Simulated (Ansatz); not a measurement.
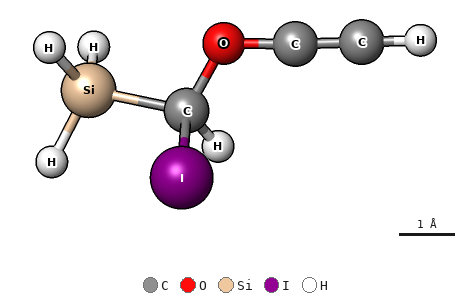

*The input geometry (ball-and-stick view, seen at a tilt).*

Nudged elastic band, with input and output: C3H5IOSi

- system: C3H5IOSi, SMILES C#COC([SiH3])I
- method: RKS B3LYP/def2-SVP (Ansatz 0.2.0)

It belongs to a series of runs on one base structure; here: band between the two ends.

## Output
```
Engine: ansatz 0.2.0, x86_64-unknown-linux-gnu
Functional definition: B3LYP
  parameter a0 = 0.2
  parameter ax = 0.72
  parameter ac = 0.81
  exchange = (1 - a0 - ax)*slater_x + ax*b88_x + a0*exact_x
  correlation = (1 - ac)*vwn_rpa_c + ac*lyp_c
1462 factors; integrals over basis functions are off by at most 2.8e-4 eV
mean field evaluation 1: about -21206.5454 eV, gradient 4.4e1 eV
mean field evaluation 2: about -21203.9479 eV, gradient 5.1e1 eV
mean field evaluation 4: about -21211.3856 eV, gradient 4.6e0 eV
mean field evaluation 8: about -21211.4757 eV, gradient 5.7e-1 eV
mean field evaluation 16: about -21211.4766 eV, gradient 2.8e-5 eV
mean field -21211.47657007 eV, -779.5073862949 hartree, gradient 2.8e-5 eV, S^2 0.000000; 0 other end points of the search recorded, 0 dependent functions left out
the calculation of the forces begins
reference -21211.47685616 eV, -779.5073968085 hartree; 35, 35 occupied and 90, 90 virtual orbitals, 1462 factors
1462 factors; integrals over basis functions are off by at most 4.7e-4 eV
mean field evaluation 32: about -21211.4395 eV, gradient 5.3e-4 eV
mean field -21211.43946645 eV, -779.5060227619 hartree, gradient 2.9e-5 eV, S^2 0.000000; 0 other end points of the search recorded, 0 dependent functions left out
[... from here on the field's lines of each further geometry are left out, up to the last ...]
NEB iter   1: max|band force component| = 1.403e0 eV/Å  barrier→ = 0.5983 eV  barrier← = 0.5612 eV  Δτ_max = 0.2000 Å  (206 SCF iters)
NEB iter   2: max|band force component| = 8.525e-1 eV/Å  barrier→ = 0.4058 eV  barrier← = 0.3687 eV  Δτ_max = 0.0833 Å  (165 SCF iters)
NEB iter   3: max|band force component| = 5.886e-1 eV/Å  barrier→ = 0.3359 eV  barrier← = 0.2988 eV  Δτ_max = 0.2000 Å  (166 SCF iters)
NEB iter   4: max|band force component| = 4.409e-1 eV/Å  barrier→ = 0.2543 eV  barrier← = 0.2172 eV  CI = image 3  Δτ_max = 0.1291 Å  (162 SCF iters)
NEB iter   5: max|band force component| = 4.054e-1 eV/Å  barrier→ = 0.2310 eV  barrier← = 0.1939 eV  CI = image 3  Δτ_max = 0.0800 Å  (160 SCF iters)
NEB iter   6: max|band force component| = 2.828e-1 eV/Å  barrier→ = 0.2216 eV  barrier← = 0.1845 eV  CI = image 3  Δτ_max = 0.0628 Å  (163 SCF iters)
NEB iter   7: max|band force component| = 1.759e-1 eV/Å  barrier→ = 0.2171 eV  barrier← = 0.1800 eV  CI = image 3  Δτ_max = 0.0504 Å  (167 SCF iters)
NEB iter   8: max|band force component| = 7.631e-2 eV/Å  barrier→ = 0.2146 eV  barrier← = 0.1775 eV  CI = image 3  Δτ_max = 0.0481 Å  (167 SCF iters)
NEB iter   9: max|band force component| = 1.108e-1 eV/Å  barrier→ = 0.2138 eV  barrier← = 0.1767 eV  CI = image 3  Δτ_max = 0.0241 Å  (169 SCF iters)
NEB iter  10: max|band force component| = 9.503e-2 eV/Å  barrier→ = 0.2135 eV  barrier← = 0.1764 eV  CI = image 3  Δτ_max = 0.0075 Å  (157 SCF iters)
NEB iter  11: max|band force component| = 6.445e-2 eV/Å  barrier→ = 0.2134 eV  barrier← = 0.1763 eV  CI = image 3  Δτ_max = 0.0098 Å  (132 SCF iters)
the calculation of the forces begins
reference -21211.41348809 eV, -779.5050680749 hartree; 35, 35 occupied and 90, 90 virtual orbitals, 1462 factors
1462 factors; integrals over basis functions are off by at most 3.6e-4 eV
mean field -21211.26325016 eV, -779.4995469327 hartree, gradient 2.0e-5 eV, S^2 0.000000; 1 other end points of the search recorded, 0 dependent functions left out
the calculation of the forces begins
reference -21211.26353164 eV, -779.4995572768 hartree; 35, 35 occupied and 90, 90 virtual orbitals, 1462 factors
NEB iter  12: max|band force component| = 2.122e-2 eV/Å  barrier→ = 0.2133 eV  barrier← = 0.1762 eV  CI = image 3  Δτ_max = 0.0000 Å  (298 SCF iters)
```

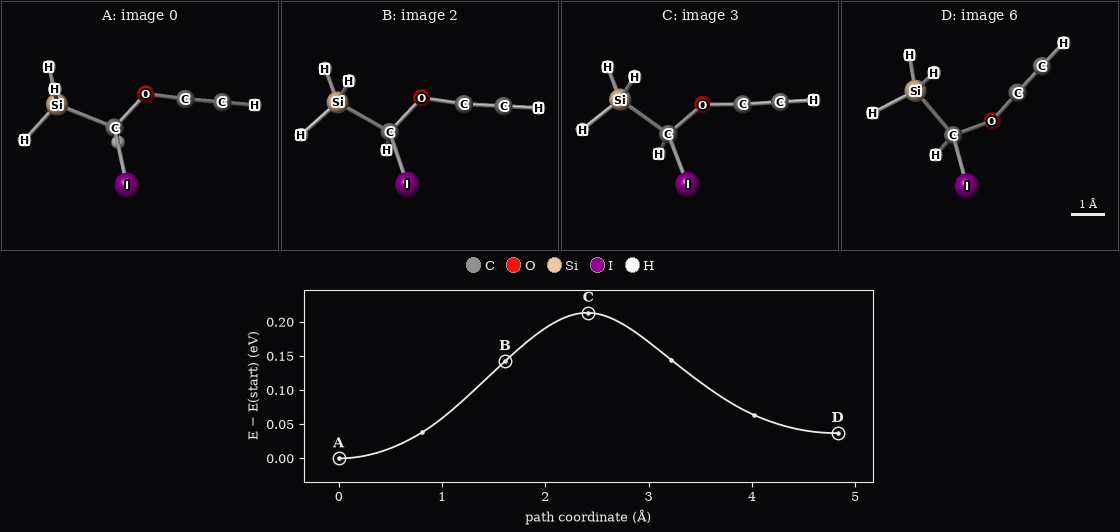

*Images of the last band (counted from 0; ball-and-stick, seen on its broad side) above the energy along the path; the line is a cubic interpolation that uses the forces.*

The highest image is number 3, 0.213 eV above the start and 0.176 eV above the end (the climbing image); the end lies 0.037 eV above the start. The path is 4.83 Å long. The band converged in 12 iterations.

```
Total energy: -21211.26353164 eV, -779.4995572768 hartree
Atom 0 at     2.082446    -1.315901     1.750954 Å, force    -0.004634     0.009194    -0.002894 eV/Å
Atom 1 at     1.519618    -0.859968     0.780282 Å, force    -0.008662    -0.011692     0.008889 eV/Å
Atom 2 at     1.001710    -0.341883    -0.288703 Å, force     0.001329    -0.001330    -0.008250 eV/Å
Atom 3 at    -0.394857    -0.378678    -0.635326 Å, force     0.011037     0.012266     0.006362 eV/Å
Atom 4 at    -1.026939     1.424751    -0.803814 Å, force    -0.000260    -0.005031    -0.001696 eV/Å
Atom 5 at    -1.684329    -1.512870     0.736643 Å, force    -0.000602    -0.002215    -0.002050 eV/Å
Atom 6 at     2.563373    -1.723759     2.617655 Å, force     0.005604    -0.000543    -0.001608 eV/Å
Atom 7 at    -0.469489    -0.946347    -1.573669 Å, force    -0.003446    -0.002839     0.000729 eV/Å
Atom 8 at    -0.966654     2.076844     0.529799 Å, force    -0.000854    -0.000596     0.000264 eV/Å
Atom 9 at    -0.139009     2.132217    -1.769512 Å, force     0.000653     0.002002    -0.000159 eV/Å
Atom 10 at    -2.420269     1.388695    -1.323807 Å, force    -0.000166     0.000784     0.000413 eV/Å
Dipole moment:    -0.194066     0.090085    -0.164003 e Å
this run last wrote the band of iteration 12 to [file]
```

## The last band as extended XYZ (Å, eV, eV/Å)
```
11
Properties=species:S:1:pos:R:3:forces:R:3 image=0 energy=-21211.47657
C     2.2660   -1.7789    1.2212    0.0007  -0.0001  -0.0008
C     1.4905   -0.8936    0.9412    0.0007  -0.0008   0.0004
O     0.6859    0.0928    0.6555    0.0000   0.0000  -0.0001
C    -0.4058   -0.1476   -0.2061   -0.0013   0.0011   0.0021
Si   -1.0708    1.5285   -0.8490    0.0002  -0.0009  -0.0006
I    -2.0523   -1.2468    0.8310   -0.0003   0.0003  -0.0003
H     2.9495   -2.5641    1.4782   -0.0003   0.0003   0.0005
H    -0.1209   -0.8509   -1.0021    0.0012  -0.0012  -0.0014
H    -1.5367    2.3404    0.3035   -0.0004   0.0009   0.0007
H     0.0416    2.2227   -1.5591    0.0000   0.0001  -0.0001
H    -2.1815    1.2407   -1.7939   -0.0004   0.0003  -0.0003
11
Properties=species:S:1:pos:R:3:forces:R:3 image=1 energy=-21211.43860
C     2.2111   -1.6987    1.4439    0.0053  -0.0241  -0.0240
C     1.5154   -0.8711    0.9011    0.0018   0.0132   0.0158
O     0.8010    0.0888    0.3855   -0.0043   0.0128   0.0423
C    -0.3497   -0.1898   -0.3864   -0.0074   0.0103   0.0326
Si   -1.1040    1.5051   -0.8640   -0.0047   0.0084  -0.0137
I    -1.8729   -1.3581    0.7526   -0.0170   0.0091  -0.0021
H     2.8112   -2.4348    1.9413    0.0202  -0.0184  -0.0350
H    -0.1108   -0.8639   -1.2228    0.0155  -0.0034   0.0309
H    -1.3540    2.2479    0.3975   -0.0221   0.0122  -0.0164
H    -0.1185    2.2386   -1.7092    0.0048  -0.0054  -0.0055
H    -2.3632    1.2792   -1.6189    0.0078  -0.0148  -0.0248
11
Properties=species:S:1:pos:R:3:forces:R:3 image=2 energy=-21211.33413
C     2.1506   -1.5411    1.6210    0.0139  -0.0191  -0.0174
C     1.5300   -0.8663    0.8307   -0.0023  -0.0150   0.0114
O     0.9173   -0.0383    0.0392   -0.0146   0.0558   0.0614
C    -0.3622   -0.2813   -0.5398    0.0115   0.0174   0.0213
Si   -1.0875    1.4657   -0.8517   -0.0143   0.0016  -0.0144
I    -1.7475   -1.4238    0.7561   -0.0143   0.0224   0.0161
H     2.6805   -2.1274    2.3447    0.0223  -0.0542  -0.0380
H    -0.2643   -0.9331   -1.4211    0.0360  -0.0069   0.0339
H    -1.1473    2.1452    0.4681   -0.0300   0.0150  -0.0231
H    -0.1660    2.1969   -1.7669   -0.0054  -0.0019  -0.0179
H    -2.4379    1.3466   -1.4597   -0.0028  -0.0151  -0.0333
11
Properties=species:S:1:pos:R:3:forces:R:3 image=3 energy=-21211.26325
C     2.0824   -1.3159    1.7510   -0.0046   0.0092  -0.0029
C     1.5196   -0.8600    0.7803   -0.0087  -0.0117   0.0089
O     1.0017   -0.3419   -0.2887    0.0013  -0.0013  -0.0083
C    -0.3949   -0.3787   -0.6353    0.0110   0.0123   0.0064
Si   -1.0269    1.4248   -0.8038   -0.0003  -0.0050  -0.0017
I    -1.6843   -1.5129    0.7366   -0.0006  -0.0022  -0.0021
H     2.5634   -1.7238    2.6177    0.0056  -0.0005  -0.0016
H    -0.4695   -0.9463   -1.5737   -0.0034  -0.0028   0.0007
H    -0.9667    2.0768    0.5298   -0.0009  -0.0006   0.0003
H    -0.1390    2.1322   -1.7695    0.0007   0.0020  -0.0002
H    -2.4203    1.3887   -1.3238   -0.0002   0.0008   0.0004
11
Properties=species:S:1:pos:R:3:forces:R:3 image=4 energy=-21211.33237
C     2.0238   -1.0429    1.7947    0.0076   0.0219  -0.0029
C     1.4708   -0.8571    0.7338   -0.0156   0.0119  -0.0171
O     0.9636   -0.7332   -0.4564   -0.0038  -0.0777  -0.0067
C    -0.4167   -0.4802   -0.6964   -0.0048   0.0042  -0.0026
Si   -0.9246    1.3720   -0.7303    0.0124   0.0082   0.0025
I    -1.7766   -1.6138    0.6359   -0.0051  -0.0226  -0.0272
H     2.5046   -1.2403    2.7327   -0.0144   0.0659   0.0064
H    -0.6056   -0.9300   -1.6797   -0.0259   0.0023  -0.0217
H    -0.8364    1.9856    0.6190    0.0172  -0.0253   0.0242
H    -0.0182    2.0750   -1.6838    0.0203  -0.0026   0.0201
H    -2.3192    1.4080   -1.2491    0.0120   0.0138   0.0249
11
Properties=species:S:1:pos:R:3:forces:R:3 image=5 energy=-21211.41321
C     1.9489   -0.7760    1.7737    0.0064   0.0119  -0.0067
C     1.4040   -0.8527    0.6958   -0.0184   0.0039  -0.0052
O     0.8794   -1.0036   -0.4869   -0.0058  -0.0337   0.0051
C    -0.4463   -0.5910   -0.7526   -0.0037   0.0089  -0.0070
Si   -0.8141    1.2943   -0.6613    0.0075  -0.0033   0.0066
I    -1.9358   -1.6882    0.4957   -0.0048  -0.0103  -0.0197
H     2.4246   -0.7287    2.7336   -0.0042   0.0410  -0.0077
H    -0.6539   -0.9682   -1.7614   -0.0108  -0.0088  -0.0074
H    -0.7406    1.7966    0.7332    0.0077  -0.0168   0.0133
H     0.1799    1.9953   -1.5252    0.0164  -0.0038   0.0168
H    -2.1805    1.4653   -1.2240    0.0097   0.0109   0.0120
11
Properties=species:S:1:pos:R:3:forces:R:3 image=6 energy=-21211.43947
C     1.8960   -0.4659    1.7489    0.0085   0.0045   0.0033
C     1.3333   -0.8223    0.7386   -0.0085  -0.0107   0.0041
O     0.7755   -1.2365   -0.3642   -0.0082   0.0049   0.0074
C    -0.4848   -0.7230   -0.7365    0.0019   0.0034  -0.0090
Si   -0.7125    1.1866   -0.6641   -0.0027   0.0111  -0.0032
I    -2.1420   -1.6749    0.4312    0.0091  -0.0079   0.0020
H     2.3912   -0.1537    2.6475   -0.0044  -0.0011  -0.0062
H    -0.6633   -1.1121   -1.7458   -0.0024  -0.0020   0.0002
H    -0.8281    1.6631    0.7361    0.0011  -0.0006  -0.0089
H     0.4584    1.8142   -1.3431   -0.0045  -0.0012   0.0034
H    -1.9582    1.4675   -1.4280    0.0102  -0.0005   0.0067
```

This output came from the following input.

## Input file
```yaml
crystal:
  periodic: [false, false, false]
  atoms:
    - { symbol: C, position_ang: [2.266013, -1.778892, 1.221236] }
    - { symbol: C, position_ang: [1.49054, -0.893638, 0.941151] }
    - { symbol: O, position_ang: [0.685913, 0.092755, 0.655546] }
    - { symbol: C, position_ang: [-0.405809, -0.147636, -0.2061] }
    - { symbol: Si, position_ang: [-1.070804, 1.528479, -0.849031] }
    - { symbol: I, position_ang: [-2.052286, -1.246823, 0.830968] }
    - { symbol: H, position_ang: [2.949497, -2.564107, 1.47822] }
    - { symbol: H, position_ang: [-0.120932, -0.850899, -1.002085] }
    - { symbol: H, position_ang: [-1.536666, 2.340411, 0.303512] }
    - { symbol: H, position_ang: [0.041649, 2.222742, -1.559059] }
    - { symbol: H, position_ang: [-2.181514, 1.240709, -1.793857] }
basis:
  gaussian: { orbitals: def2-SVP }
hamiltonian:
  xc: b3lyp
neb:
  order_check: false
  images: 5
  f_tol: 0.05
  max_iterations: 36
  initial_path: idpp
  final_atoms:
    - { symbol: C, position_ang: [2.04763753, -0.84583498, 1.40238275] }
    - { symbol: C, position_ang: [1.2933922, -1.04826852, 0.47798971] }
    - { symbol: O, position_ang: [0.52146562, -1.301988, -0.54116886] }
    - { symbol: C, position_ang: [-0.69052391, -0.593958, -0.68332917] }
    - { symbol: Si, position_ang: [-0.62029441, 1.31879579, -0.48282963] }
    - { symbol: I, position_ang: [-2.27606455, -1.38791093, 0.68467017] }
    - { symbol: H, position_ang: [2.71264833, -0.66974735, 2.2251462] }
    - { symbol: H, position_ang: [-1.07385701, -0.88192514, -1.66931068] }
    - { symbol: H, position_ang: [-0.45294519, 1.70608608, 0.9394262] }
    - { symbol: H, position_ang: [0.51522029, 1.8249719, -1.30763616] }
    - { symbol: H, position_ang: [-1.91107791, 1.82288016, -1.02483952] }
```

Command:
```bash
ansatz run input.yaml --threads 2 --pin off --max-ram 3072MiB --backend cpu --events-out ev --progress --plain --runs-dir out
```

## Key numbers

```json
{"quantity": "outcome", "value": "converged"}
{"quantity": "barrier, forward", "value": "0.213 eV"}
{"quantity": "barrier, backward", "value": "0.176 eV"}
{"quantity": "hardware", "value": "2 threads of Intel Xeon @ 2.90GHz (Ice Lake), 16 GiB of memory available, shared host"}
{"quantity": "wall time", "value": "5.4 min (CPU time 10 min)"}
{"quantity": "peak memory", "value": "0.4 GiB"}
```

The order of the saddle point was not checked.
